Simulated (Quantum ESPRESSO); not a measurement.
**Collinear magnetic orders of CsNiCl3 with Quantum ESPRESSO**

Aim: find out which collinear order of CsNiCl3 costs least.

Calculated with Quantum ESPRESSO 7.5; PBEsol with U = 6 eV on Ni d (ortho-atomic projectors); plane waves with GBRV 1.5 PBEsol potentials, no spin-orbit coupling.

**1. The starting structure**

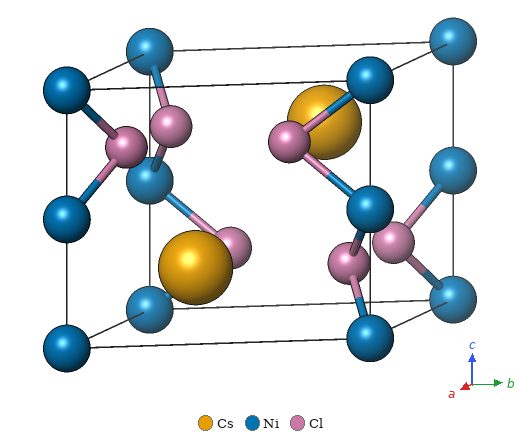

Start, viewed slightly off an axis; caesium orange, nickel blue, chlorine pink. Bonds to atoms that aren't drawn are left out. Some periodic images of atoms are drawn too.

The cell comes from the Crystallography Open Database.

**2. Run 1, typed as ferro ++**

The signs are those of the starting moments on the seeded atoms, the atoms that are given a moment.

Contents of pw.in:

```
&CONTROL
  calculation = 'scf'
  prefix = 'pwscf'
  outdir = './tmp'
  pseudo_dir = './pseudo'
  disk_io = 'nowf'
/
&SYSTEM
  ibrav = 0
  nat = 10
  ntyp = 3
  ecutwfc = 40
  ecutrho = 280
  nbnd = 64
  occupations = 'smearing'
  smearing = 'fd'
  degauss = 0.00367493
  nspin = 2
  starting_magnetization(1) = 0
  starting_magnetization(2) = 0.1111
  starting_magnetization(3) = 0
/
&ELECTRONS
  conv_thr = 2d-08
  electron_maxstep = 150
  mixing_beta = 0.3
/
ATOMIC_SPECIES
Cs    132.9055 cs_pbesol_v1.uspp.F.UPF
Ni     58.6934 ni_pbesol_v1.4.uspp.F.UPF
Cl     35.4500 cl_pbesol_v1.4.uspp.F.UPF
CELL_PARAMETERS angstrom
   7.1185000000    0.0000000000    0.0000000000
  -3.5592500000    6.1648018368    0.0000000000
   0.0000000000    0.0000000000    5.9085000000
ATOMIC_POSITIONS crystal
Cs      0.3333333333    0.6666666667    0.7500000000
Cs      0.6666666667    0.3333333333    0.2500000000
Ni      0.0000000000    0.0000000000    0.0000000000
Ni      0.0000000000    0.0000000000    0.5000000000
Cl      0.1543200000    0.3086400000    0.2500000000
Cl      0.8456800000    0.1543200000    0.7500000000
Cl      0.6913600000    0.8456800000    0.2500000000
Cl      0.8456800000    0.6913600000    0.7500000000
Cl      0.1543200000    0.8456800000    0.2500000000
Cl      0.3086400000    0.1543200000    0.7500000000
K_POINTS automatic
4 4 4 0 0 0
HUBBARD {ortho-atomic}
U Ni-3d 6.0000
```

Command:

```bash
$ OMP_NUM_THREADS=1 mpirun -n 4 pw.x -nk 4 -in pw.in > pw.out
```

Log:

```text
Program PWSCF v.7.5 starts

     Message from routine setup:
     using ibrav=0 with symmetry is DISCOURAGED, use correct ibrav instead

     K-points division:     npool     =       4
     Subspace diagonalization in iterative solution of the eigenvalue problem:

     G-vector sticks info
     --------------------
     sticks:   dense  smooth     PW     G-vecs:    dense   smooth      PW
     Sum        3481    1993    559               138383    59757    8909

     Using Slab Decomposition

     bravais-lattice index     =            0
     lattice parameter (alat)  =      13.4520  a.u.
     unit-cell volume          =    1749.7720 (a.u.)^3
     number of atoms/cell      =           10
     number of atomic types    =            3
     number of electrons       =        96.00
     number of Kohn-Sham states=           64
     kinetic-energy cutoff     =      40.0000  Ry
     charge density cutoff     =     280.0000  Ry
     scf convergence threshold =      2.0E-08
     mixing beta               =       0.3000
     number of iterations used =            8  plain     mixing
     Exchange-correlation= SLA  PW   PSX  PSC
                           (   1   4  10   8   0   0   0)
     Hubbard projectors: ortho-atomic
     Hubbard parameters of DFT+U (Dudarev formulation) in eV:
     U(Ni-3d) =  6.0000

     Internal variables: lda_plus_u =T, lda_plus_u_kind = 0

     Internal variables: orbital_resolved =F, hub_pot_fix =F, apply_U = F

     celldm(1)=  13.452015  celldm(2)=   0.000000  celldm(3)=   0.000000
     celldm(4)=   0.000000  celldm(5)=   0.000000  celldm(6)=   0.000000

     crystal axes: (cart. coord. in units of alat)
               a(1) = (   1.000000   0.000000   0.000000 )
               a(2) = (  -0.500000   0.866025   0.000000 )
               a(3) = (   0.000000   0.000000   0.830020 )

     reciprocal axes: (cart. coord. in units 2 pi/alat)
               b(1) = (  1.000000  0.577350 -0.000000 )
               b(2) = (  0.000000  1.154701  0.000000 )
               b(3) = (  0.000000 -0.000000  1.204790 )

     PseudoPot. # 1 for Cs read from file:
     cs_pbesol_v1.uspp.F.UPF
     Pseudo is Ultrasoft + core correction, Zval =  9.0
     Generated by new atomic code, or converted to UPF format
     Using radial grid of  905 points,  6 beta functions with:
                l(1) =   0
                l(2) =   0
                l(3) =   1
                l(4) =   1
                l(5) =   2
                l(6) =   2
     Q(r) pseudized with  6 coefficients,  rinner =    1.500   1.500   1.500
                                                       1.500   1.500

     PseudoPot. # 2 for Ni read from file:
     ni_pbesol_v1.4.uspp.F.UPF
     Pseudo is Ultrasoft + core correction, Zval = 18.0
     Generated by new atomic code, or converted to UPF format
     Using radial grid of  865 points,  6 beta functions with:
                l(1) =   0
                l(2) =   0
                l(3) =   1
                l(4) =   1
                l(5) =   2
                l(6) =   2
     Q(r) pseudized with 10 coefficients,  rinner =    0.980   0.980   0.980
                                                       0.980   0.980

     PseudoPot. # 3 for Cl read from file:
     cl_pbesol_v1.4.uspp.F.UPF
     Pseudo is Ultrasoft + core correction, Zval =  7.0
     Generated by new atomic code, or converted to UPF format
     Using radial grid of  909 points,  6 beta functions with:
                l(1) =   0
                l(2) =   0
                l(3) =   1
                l(4) =   1
                l(5) =   2
                l(6) =   2
     Q(r) pseudized with  8 coefficients,  rinner =    1.300   1.300   1.300
                                                       1.300   1.300

     atomic species   valence    mass     pseudopotential
     Cs                9.00   132.90550     Cs( 1.00)
     Ni               18.00    58.69340     Ni( 1.00)
     Cl                7.00    35.45000     Cl( 1.00)

     Starting magnetic structure
     atomic species   magnetization
     Cs              0.000
     Ni              0.111
     Cl              0.000

     24 Sym. Ops., with inversion, found (12 have fractional translation)

   Cartesian axes

     site n.     atom                  positions (alat units)
         1        Cs     tau(   1) = (  -0.0000000   0.5773503   0.6225153  )
         2        Cs     tau(   2) = (   0.5000000   0.2886751   0.2075051  )
         3        Ni     tau(   3) = (   0.0000000   0.0000000   0.0000000  )
         4        Ni     tau(   4) = (   0.0000000   0.0000000   0.4150102  )
         5        Cl     tau(   5) = (   0.0000000   0.2672901   0.2075051  )
         6        Cl     tau(   6) = (   0.7685200   0.1336450   0.6225153  )
         7        Cl     tau(   7) = (   0.2685200   0.7323804   0.2075051  )
         8        Cl     tau(   8) = (   0.5000000   0.5987353   0.6225153  )
         9        Cl     tau(   9) = (  -0.2685200   0.7323804   0.2075051  )
        10        Cl     tau(  10) = (   0.2314800   0.1336450   0.6225153  )

     number of k points=    12  Fermi-Dirac smearing, width (Ry)=  0.0037
                       cart. coord. in units 2pi/alat
        k(    1) = (   0.0000000   0.0000000   0.0000000), wk =   0.0156250
        k(    2) = (   0.0000000   0.0000000   0.3011974), wk =   0.0312500
        k(    3) = (   0.0000000   0.0000000  -0.6023949), wk =   0.0156250
        k(    4) = (   0.0000000   0.2886751   0.0000000), wk =   0.0937500
        k(    5) = (   0.0000000   0.2886751   0.3011974), wk =   0.1875000
        [... 7 further k-points ...]

     Dense  grid:   138383 G-vectors     FFT dimensions: (  72,  72,  60)

     Smooth grid:    59757 G-vectors     FFT dimensions: (  60,  60,  48)

     Check: negative core charge=   -0.000003
     Generating pointlists ...
     new r_m :   0.2064 (alat units)  2.7770 (a.u.) for type    1
     new r_m :   0.1396 (alat units)  1.8777 (a.u.) for type    2
     new r_m :   0.1396 (alat units)  1.8777 (a.u.) for type    3

     Initial potential from superposition of free atoms

     starting charge      91.9245, renormalised to      96.0000

     negative rho (up, down):  4.709E-02 4.709E-02

     STARTING HUBBARD OCCUPATIONS:

     =================== HUBBARD OCCUPATIONS ===================
     ------------------------ ATOM    3 ------------------------
     Tr[ns(  3)] (up, down, total) =   5.00000  3.00000  8.00000
     Atomic magnetic moment for atom   3 =   2.00000
     [... lines left out ...]
     ------------------------ ATOM    4 ------------------------
     Tr[ns(  4)] (up, down, total) =   5.00000  3.00000  8.00000
     Atomic magnetic moment for atom   4 =   2.00000
     [... lines left out ...]
     Number of occupied Hubbard levels =   16.0000

     Atomic wfc used for Hubbard projectors are orthogonalized

     Starting wfcs are   76 randomized atomic wfcs

     Self-consistent Calculation

     iteration #  1     ecut=    40.00 Ry     beta= 0.30
     Davidson diagonalization with overlap
     ethr =  1.00E-02,  avg # of iterations =  5.1

     =================== HUBBARD OCCUPATIONS ===================
     ------------------------ ATOM    3 ------------------------
     Tr[ns(  3)] (up, down, total) =   4.76690  2.72578  7.49268
     Atomic magnetic moment for atom   3 =   2.04112
     [... lines left out ...]
     ------------------------ ATOM    4 ------------------------
     Tr[ns(  4)] (up, down, total) =   4.76690  2.72578  7.49268
     Atomic magnetic moment for atom   4 =   2.04112
     [... lines left out ...]
     Number of occupied Hubbard levels =   14.9854

     negative rho (up, down):  4.627E-02 4.594E-02

     total energy              =   -1010.05830711 Ry
     estimated scf accuracy    <       8.34175968 Ry

     total magnetization       =     4.02 Bohr mag/cell
     absolute magnetization    =     4.75 Bohr mag/cell

     iteration #  2     ecut=    40.00 Ry     beta= 0.30
     Davidson diagonalization with overlap
     ethr =  8.69E-03,  avg # of iterations =  2.6

     negative rho (up, down):  4.560E-02 4.488E-02

     total energy              =   -1011.42372265 Ry
     estimated scf accuracy    <       2.38595472 Ry

     total magnetization       =     4.00 Bohr mag/cell
     absolute magnetization    =     4.05 Bohr mag/cell

     iteration #  3     ecut=    40.00 Ry     beta= 0.30
     Davidson diagonalization with overlap
     ethr =  2.49E-03,  avg # of iterations =  2.0

     negative rho (up, down):  4.502E-02 4.416E-02

     total energy              =   -1011.82325067 Ry
     estimated scf accuracy    <       0.27423609 Ry

     total magnetization       =     4.00 Bohr mag/cell
     absolute magnetization    =     4.15 Bohr mag/cell

     [... further iterations left out ...]

     iteration # 12     ecut=    40.00 Ry     beta= 0.30
     Davidson diagonalization with overlap
     ethr =  7.24E-09,  avg # of iterations =  3.8

     negative rho (up, down):  4.406E-02 4.294E-02

     total energy              =   -1011.86796554 Ry
     estimated scf accuracy    <       0.00000425 Ry

     total magnetization       =     4.00 Bohr mag/cell
     absolute magnetization    =     4.12 Bohr mag/cell

     iteration # 13     ecut=    40.00 Ry     beta= 0.30
     Davidson diagonalization with overlap
     ethr =  4.42E-09,  avg # of iterations =  2.0

     negative rho (up, down):  4.406E-02 4.294E-02

     total energy              =   -1011.86796841 Ry
     estimated scf accuracy    <       0.00000021 Ry

     total magnetization       =     4.00 Bohr mag/cell
     absolute magnetization    =     4.13 Bohr mag/cell

     iteration # 14     ecut=    40.00 Ry     beta= 0.30
     Davidson diagonalization with overlap
     ethr =  2.17E-10,  avg # of iterations =  4.3

     negative rho (up, down):  4.406E-02 4.294E-02

     total energy              =   -1011.86796935 Ry
     estimated scf accuracy    <       0.00000005 Ry

     total magnetization       =     4.00 Bohr mag/cell
     absolute magnetization    =     4.13 Bohr mag/cell

     iteration # 15     ecut=    40.00 Ry     beta= 0.30
     Davidson diagonalization with overlap
     ethr =  4.91E-11,  avg # of iterations =  3.1

     negative rho (up, down):  4.406E-02 4.294E-02

     Magnetic moment per site  (integrated on atomic sphere of radius R)
     atom   1 (R=0.206)  charge=  7.3984  magn=  0.0037
     atom   2 (R=0.206)  charge=  7.3984  magn=  0.0037
     atom   3 (R=0.140)  charge= 16.2063  magn=  1.6677
     atom   4 (R=0.140)  charge= 16.2063  magn=  1.6677
     atom   5 (R=0.140)  charge=  5.2616  magn=  0.0838
     atom   6 (R=0.140)  charge=  5.2616  magn=  0.0838
     atom   7 (R=0.140)  charge=  5.2616  magn=  0.0838
     atom   8 (R=0.140)  charge=  5.2616  magn=  0.0838
     atom   9 (R=0.140)  charge=  5.2616  magn=  0.0838
     atom  10 (R=0.140)  charge=  5.2616  magn=  0.0838

     End of self-consistent calculation

     =================== HUBBARD OCCUPATIONS ===================
     ------------------------ ATOM    3 ------------------------
     Tr[ns(  3)] (up, down, total) =   4.97313  3.31112  8.28425
     Atomic magnetic moment for atom   3 =   1.66200
     [... lines left out ...]
     ------------------------ ATOM    4 ------------------------
     Tr[ns(  4)] (up, down, total) =   4.97313  3.31112  8.28425
     Atomic magnetic moment for atom   4 =   1.66200
     [... lines left out ...]
     Number of occupied Hubbard levels =   16.5685

     [... lines left out ...]
     the Fermi energy is     5.1475 ev

!    total energy              =   -1011.86797021 Ry
     estimated scf accuracy    <          2.5E-09 Ry
     smearing contrib. (-TS)   =      -0.00000000 Ry
     internal energy E=F+TS    =   -1011.86797021 Ry

     The total energy is F=E-TS. E is the sum of the following terms:
     one-electron contribution =    -901.82794127 Ry
     hartree contribution      =     484.35943828 Ry
     xc contribution           =    -186.78403095 Ry
     ewald contribution        =    -407.76708713 Ry
     Hubbard energy            =       0.15165087 Ry

     total magnetization       =     4.00 Bohr mag/cell
     absolute magnetization    =     4.13 Bohr mag/cell

     convergence has been achieved in  15 iterations

=------------------------------------------------------------------------------=
   JOB DONE.
=------------------------------------------------------------------------------=
```

It took 1.8 min on 4 MPI ranks of Intel Xeon Platinum 8375C at 2.90GHz (Ice Lake), shared host; peak memory 1.3 GiB.

Spin moment in the atom's sphere by atom:

| atom | spin moment in the atom's sphere (μB) |
| --- | --- |
| Cs1 | 0.00 |
| Cs2 | 0.00 |
| Ni3 | 1.67 |
| Ni4 | 1.67 |
| Cl5 | 0.08 |
| Cl6 | 0.08 |
| Cl7 | 0.08 |
| Cl8 | 0.08 |
| Cl9 | 0.08 |
| Cl10 | 0.08 |

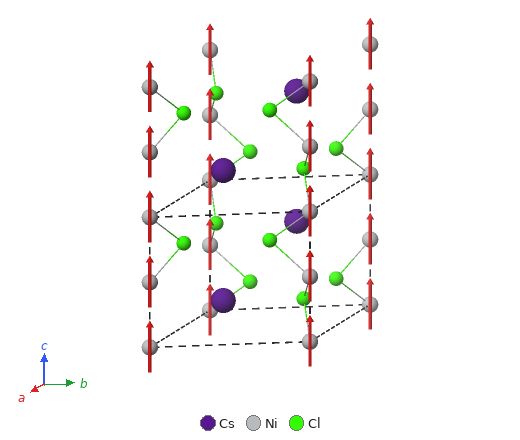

Spin moment in the atom's sphere as arrows, the longest 1.67 μB. Up and down stand for the sign. Arrows give size and sign along the axis of quantisation, drawn up and down the page. Bonds to atoms that aren't drawn are left out. 1×1×2 cells are drawn. Some periodic images of atoms are drawn too.

This step gave:

```
smearing term TS       : 1.52e-12 eV
magnetization          : 4 μB
absolute magnetization : 4.126 μB
final state            : ferromagnetic
```

[end of part 1 of 2]

[Logs and program files are shortened in this print: banners, set-up blocks, solver, clock and traceback lines can be left out without a mark of their own.]

[Logs are printed without paths, hosts, clocks, repeated set-up lines and the standing remarks that a program may print on its own settings, such as how far it seeks lower states.]

[Hosts, paths, dates, database ids (printed as entryN), source tags and the programs' standing remarks are cut or masked in the printed files.]

[Where a cell is said to come from a database of computed structures, the database is the Materials Project.]
